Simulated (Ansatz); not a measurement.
## Electronic structure of CH$_{7}$Si$_{2}$ (charge +1) in real space

Input file:

```
crystal:
  periodic: [false, false, false]
  atoms:
    - {symbol: C, position_ang: [-1.100849, 0.848603, -1.064515]}
    - {symbol: Si, position_ang: [0.037087, -0.978034, 0.126087]}
    - {symbol: Si, position_ang: [1.846216, -0.092427, 1.425265]}
    - {symbol: H, position_ang: [-2.061879, 0.915580, -1.580400]}
    - {symbol: H, position_ang: [-0.415559, 1.645623, -1.340843]}
    - {symbol: H, position_ang: [-1.323008, 0.896315, 0.006489]}
    - {symbol: H, position_ang: [0.413304, -1.848458, -1.019419]}
    - {symbol: H, position_ang: [-1.236794, -1.440817, 0.723407]}
    - {symbol: H, position_ang: [-0.694003, -0.102421, -1.491791]}
    - {symbol: H, position_ang: [1.639105, 1.238707, 0.720828]}
basis:
  gaussian: {orbitals: def2-TZVPP}
total_charge: 1
hamiltonian: {xc: pbe0, dispersion: d4}
output: {orbitals: {seedname: orbitals}}
```

Launched as:

```sh
ansatz run in.yaml --threads 2 --pin off --events-out ev --progress --plain --max-ram 4352MiB
```

Geometry: PBE0-D4/def2-TZVP; at this geometry the atoms fall into two loosely joined parts.

These are results of RKS PBE0-D4/def2-TZVPP in Ansatz, not measurements.

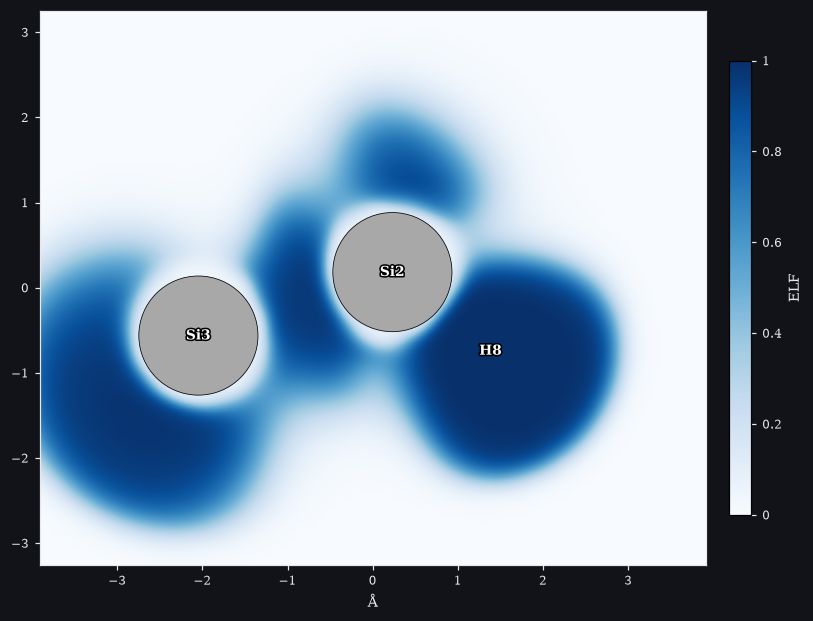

Figure 1. Electron localisation function on the plane of atoms Si3, Si2 and H8. Grey discs cover the atomic cores.

> What does the map show?

The section cuts through Si and H sites.
Si–Si (2.40 Å): the ELF peaks at about 0.95 between the atoms (a covalent bond).
Si–H (1.48 Å): the ELF climbs to about 1 towards the hydrogen, as it does in any bond to H.
The ELF also peaks beside Si3, away from the bonds: lone-pair regions.

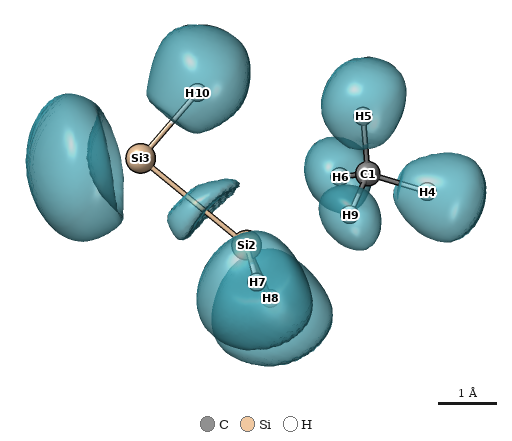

Figure 2. Isosurface of the electron localisation function at 0.9 (cyan), seen across its widest extent. Only the valence region is drawn (cores and ρ < 0.01 e/Å³ removed).

> Identify the bonds, lone pairs and shells in this picture.

At this value the surface marks out one region between bonded Si–Si atoms (shared pairs), seven regions around hydrogen nuclei and one lobe on Si, pointing away from the bonds (lone pairs). Profiles from the grid: C–H (1.09 Å): the ELF climbs to about 1 towards the hydrogen; a covalent bond by its length.

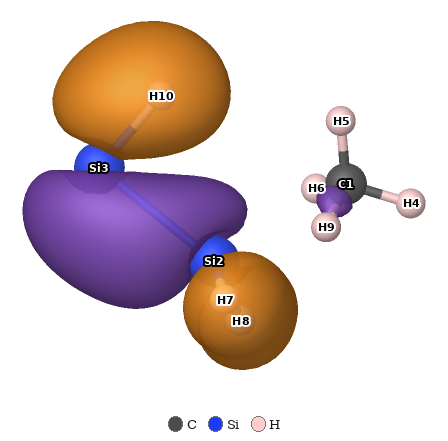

Figure 3. The HOMO−1 at ±0.08 Å⁻³ᐟ² (orange and purple are the two phases), seen across its widest extent.

> What is the character of this orbital?

It lies mainly on Si3 (about 40 %), Si2 (about 25 %) and H10 (about 25 %). Its energy is −13.78 eV.
